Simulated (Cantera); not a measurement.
Charge: 1 mol SiCl4, 0.64 mol HCl, 0.28 mol H2, equilibrated at 0.100 bar.

Equilibrium computed with Cantera from the NASA thermochemical tables; the gas is ideal and each condensed phase is pure. Candidate condensed phases: Si; 19 gas species. The tables' values for SiCl3 are old estimates; treat these amounts as uncertain. Equilibrium is a limit: real reactors are often held back by kinetics, nucleation or transport.

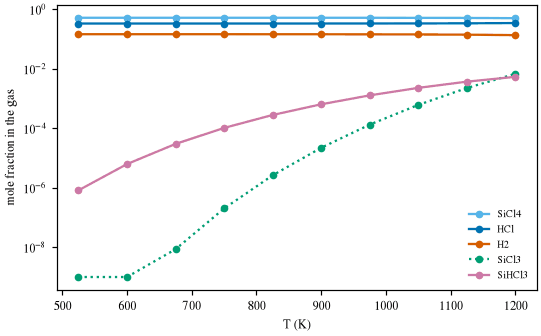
Figure. Equilibrium gas composition (values under 1e-9 drawn at 1e-9)

From 525 K to 1200 K nothing is condensed. The main Si-bearing gas is SiCl4 throughout.
